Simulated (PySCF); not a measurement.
**C2H5ClSi2: one change and its effect**

System: C2H5ClSi2, SMILES [SiH3]C#C[SiH2]Cl.
Method of run A: GIAO B97-2/pcSseg-2 NMR shielding, non-relativistic, gas phase (PySCF 2.14.0).

The geometry comes from this level: PBE0-D3(BJ)/def2-SVP. Text and figures count atoms from 1; the logs count them from 0 in places.

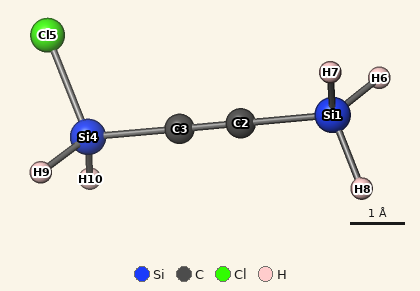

The structure as given in the input (ball-and-stick view, seen at a tilt; atoms are numbered from 1 in the order of the input).

**Input, run A**
```
{"job": {"kind": "nmr", "xc": "B97-2", "basis": "pcSseg-2", "pop": false}, "charge": 0, "multiplicity": 1}
Si     0.497035     0.637891     1.436096
C     -1.328845     0.462913     1.304345
C     -2.544445     0.346840     1.215888
Si    -4.359482     0.171728     1.089704
Cl    -5.224198     0.668783     2.898473
H      0.829277     2.048221     1.785872
H      1.000703    -0.280212     2.496823
H      1.112872     0.283098     0.125479
H     -4.702758    -1.239230     0.774012
H     -4.877508     1.095347     0.047129
```

The first line tells a small driver script what to run in PySCF; the rest is the geometry in Å.

Hardware: 1 CPU thread, shared host.

**Output (run A)**
```
coarse grid: 10144 points
cycle   1  E = -1118.4650767606  dE =  1.950e-01  |g| = 4.156e-01  |ddm| = 2.776e+00
cycle   2  E = -1118.4523876852  dE =  1.269e-02  |g| = 4.600e-01  |ddm| = 1.429e+00
cycle   3  E = -1118.5070154442  dE = -5.463e-02  |g| = 6.155e-02  |ddm| = 7.780e-01
cycle   4  E = -1118.5068004966  dE =  2.149e-04  |g| = 6.900e-02  |ddm| = 1.018e-01
cycle   5  E = -1118.5080149740  dE = -1.214e-03  |g| = 9.312e-03  |ddm| = 5.152e-02
cycle   6  E = -1118.5080354774  dE = -2.050e-05  |g| = 2.042e-03  |ddm| = 9.847e-03
cycle   7  E = -1118.5080362663  dE = -7.889e-07  |g| = 4.621e-04  |ddm| = 2.619e-03
final grid: 84880 points
cycle   8  E = -1118.5125673302  dE = -5.083e-05  |g| = 7.651e-03  |ddm| = 1.124e-01
cycle   9  E = -1118.5125674665  dE = -1.363e-07  |g| = 5.155e-03  |ddm| = 9.763e-03
cycle  10  E = -1118.5125714894  dE = -4.023e-06  |g| = 1.291e-03  |ddm| = 7.492e-03
cycle  11  E = -1118.5125718506  dE = -3.612e-07  |g| = 4.693e-04  |ddm| = 1.994e-03
cycle  12  E = -1118.5125719053  dE = -5.470e-08  |g| = 1.174e-04  |ddm| = 3.968e-04
cycle  13  E = -1118.5125719085  dE = -3.193e-09  |g| = 2.403e-05  |ddm| = 1.229e-04
cycle  14  E = -1118.5125719086  dE = -1.344e-10  |g| = 3.813e-06  |ddm| = 3.465e-05
converged SCF energy = -1118.5125719086

GIAO shielding tensors (ppm)
atom      isotropic    diamagn.    paramagn.     s11        s22        s33       span
  0 Si     442.020     879.143    -437.123    435.085    436.219    454.755     19.670
  1 C       67.761     259.678    -191.917    -26.221    -22.987    252.490    278.710
  2 C       67.546     261.528    -193.982    -35.281    -25.807    263.726    299.007
  3 Si     395.515     875.246    -479.731    370.339    375.901    440.306     69.967
  4 Cl     969.920    1146.188    -176.268    892.812    985.634   1031.314    138.502
  5 H       27.193      28.661      -1.469     24.038     25.754     31.785      7.747
  6 H       27.193      28.945      -1.752     24.039     25.755     31.786      7.747
  7 H       27.224      31.181      -3.957     24.095     25.652     31.925      7.831
  8 H       26.260      28.552      -2.292     22.556     24.935     31.290      8.734
  9 H       26.263      28.218      -1.955     22.559     24.936     31.293      8.734
```

For run B the input was changed thus:
```diff
-"xc": "B97-2"
+"xc": "WP04"
```

What does this change do to the results?

The total energies belong to different methods, so their difference says nothing on which is more stable or more accurate. The HOMO goes from −8.16 to −9.41 eV. The LUMO goes from −1.32 to −3.12 eV. The dipole moment goes from 1.61 to 1.65 D. Of all shieldings, the largest change is that of Si1, by −23.6 ppm. The functional changes from B97-2 to WP04. Exact exchange removes part of the self-interaction error of semilocal functionals, which pushes filled and empty levels apart. The number of SCF iterations is the same.

**Output (run B)**
```
coarse grid: 10144 points
cycle   1  E = -1131.0579605915  dE =  1.627e-01  |g| = 6.194e-01  |ddm| = 2.785e+00
cycle   2  E = -1131.0047759135  dE =  5.318e-02  |g| = 7.349e-01  |ddm| = 1.628e+00
cycle   3  E = -1131.1427528102  dE = -1.380e-01  |g| = 1.205e-01  |ddm| = 1.017e+00
cycle   4  E = -1131.1429693369  dE = -2.165e-04  |g| = 1.174e-01  |ddm| = 1.596e-01
cycle   5  E = -1131.1464036283  dE = -3.434e-03  |g| = 2.178e-02  |ddm| = 8.795e-02
cycle   6  E = -1131.1465105167  dE = -1.069e-04  |g| = 3.726e-03  |ddm| = 1.963e-02
cycle   7  E = -1131.1465134156  dE = -2.899e-06  |g| = 6.385e-04  |ddm| = 4.085e-03
final grid: 84880 points
cycle   8  E = -1131.1636678335  dE = -3.747e-05  |g| = 3.236e-03  |ddm| = 3.062e-02
cycle   9  E = -1131.1636673655  dE =  4.680e-07  |g| = 2.735e-03  |ddm| = 7.231e-03
cycle  10  E = -1131.1636693435  dE = -1.978e-06  |g| = 9.444e-04  |ddm| = 4.069e-03
cycle  11  E = -1131.1636694648  dE = -1.212e-07  |g| = 6.379e-04  |ddm| = 1.093e-03
cycle  12  E = -1131.1636695673  dE = -1.025e-07  |g| = 1.117e-04  |ddm| = 4.669e-04
cycle  13  E = -1131.1636695701  dE = -2.833e-09  |g| = 1.415e-05  |ddm| = 9.301e-05
cycle  14  E = -1131.1636695701  dE = -4.184e-11  |g| = 3.135e-06  |ddm| = 1.898e-05
converged SCF energy = -1131.1636695701

GIAO shielding tensors (ppm)
atom      isotropic    diamagn.    paramagn.     s11        s22        s33       span
  0 Si     418.450     880.216    -461.766    413.797    414.843    426.711     12.914
  1 C       59.575     265.465    -205.890    -39.183    -36.342    254.250    293.433
  2 C       60.137     267.154    -207.017    -46.138    -37.388    263.937    310.075
  3 Si     378.477     876.735    -498.257    354.551    361.124    419.757     65.205
  4 Cl     950.305    1149.430    -199.125    865.272    946.576   1039.066    173.794
  5 H       27.930      28.956      -1.026     24.935     26.528     32.327      7.392
  6 H       27.931      29.291      -1.360     24.936     26.528     32.328      7.392
  7 H       27.961      31.926      -3.965     24.988     26.423     32.473      7.484
  8 H       27.067      28.915      -1.847     23.464     25.710     32.027      8.563
  9 H       27.069      28.517      -1.447     23.467     25.711     32.030      8.563
```

**The two runs side by side**

| quantity | run A | run B |
| --- | --- | --- |
| outcome | converged | converged |
| total energy (hartree) | −1118.512572 | −1131.163670 |
| HOMO (eV) | −8.16 | −9.41 |
| LUMO (eV) | −1.32 | −3.12 |
| dipole moment (D) | 1.61 | 1.65 |
| shielding of Si1 (ppm) | 442.0 | 418.5 |
| shielding of C2 (ppm) | 67.8 | 59.6 |
| shielding of C3 (ppm) | 67.5 | 60.1 |
| shielding of Si4 (ppm) | 395.5 | 378.5 |
| shielding of Cl5 (ppm) | 969.9 | 950.3 |
| shielding of H9 (ppm) | 26.3 | 27.1 |
| shielding of H10 (ppm) | 26.3 | 27.1 |
| SCF iterations | 14 | 14 |
| basis functions | 271 | 271 |
| wall time (shared host) | 32 s | 35 s |
